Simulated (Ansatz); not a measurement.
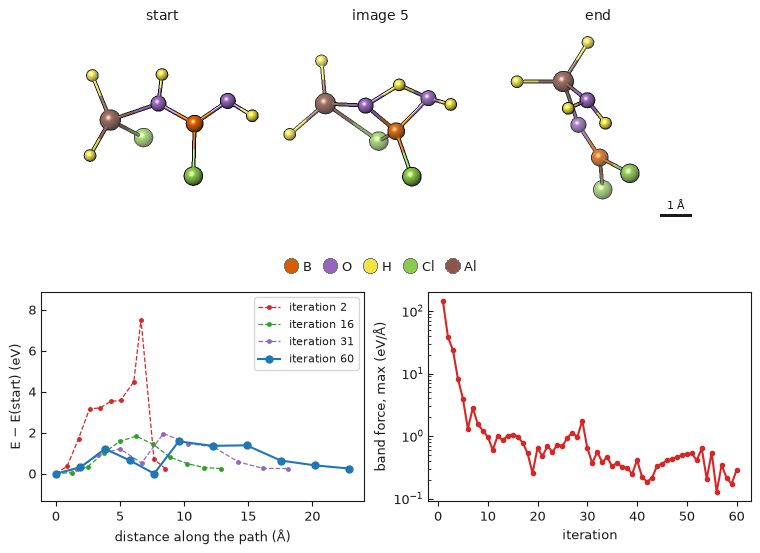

NEB run on AlBH$_{4}$O$_{2}$Cl$_{2}$. Images are numbered from 0 (start) to 10 (end). The plot follows the band through its iterations. The picture is a ball-and-stick view, seen at a tilt.

Method: RKS PBE0/def2-SVP (Ansatz). Set-up: 9 movable images; climbing image; force threshold 0.05 eV/Å; iteration limit 60; starting path through a guess of the saddle point.

Q: Did the band converge, and can the barrier be trusted?

A: The result isn't final. The band hadn't converged when the run stopped after 60 iterations. The largest component of the band force went from 140 to 0.28 eV/Å. The barrier read from it is provisional, though the highest image hardly moved in the last two iterations. The first iteration put the highest image at 21.98 eV. Forward barrier 1.58 eV, backward barrier 1.33 eV, with image 5 at the top; the reaction energy is +0.25 eV. The profile has 3 maxima (images 2, 5, 7) with a dip at image 4 (+0.01 eV), which on an unconverged band is provisional.
